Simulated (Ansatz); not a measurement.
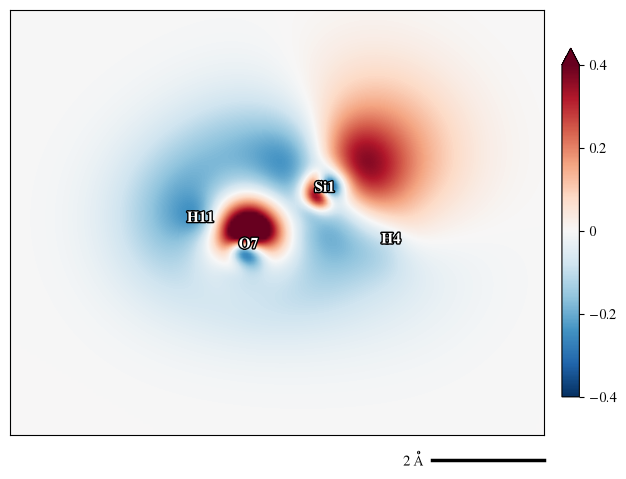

*H4OSi···CH4. The LUMO on the plane of atoms Si1, O7 and H11 (values in Å⁻³ᐟ²; the overall sign is arbitrary).*

Method: Ansatz, RKS revPBE-D4/def2-SVP.

```json
{"atom": "Si", "x (Å)": "-0.9601", "y (Å)": "1.7228", "z (Å)": "-0.7521"}
{"atom": "C", "x (Å)": "0.7954", "y (Å)": "-1.8011", "z (Å)": "1.0862"}
{"atom": "H", "x (Å)": "-1.9154", "y (Å)": "0.6410", "z (Å)": "-0.3111"}
{"atom": "H", "x (Å)": "-0.8056", "y (Å)": "2.7441", "z (Å)": "0.3336"}
{"atom": "H", "x (Å)": "-1.5379", "y (Å)": "2.3791", "z (Å)": "-1.9825"}
{"atom": "H", "x (Å)": "0.8771", "y (Å)": "-0.8557", "z (Å)": "0.5162"}
{"atom": "O", "x (Å)": "0.5968", "y (Å)": "1.1198", "z (Å)": "-1.0340"}
{"atom": "H", "x (Å)": "-0.2707", "y (Å)": "-2.0273", "z (Å)": "1.2814"}
{"atom": "H", "x (Å)": "1.2464", "y (Å)": "-2.6313", "z (Å)": "0.5068"}
{"atom": "H", "x (Å)": "1.3301", "y (Å)": "-1.6974", "z (Å)": "2.0506"}
{"atom": "H", "x (Å)": "0.6435", "y (Å)": "0.4059", "z (Å)": "-1.6952"}
```

Describe this orbital and give its energy.

Its weight (Hirshfeld) is mainly on Si1 (about 45 %), O7 (about 15 %) and H11 (about 15 %). Its energy is −0.37 eV.
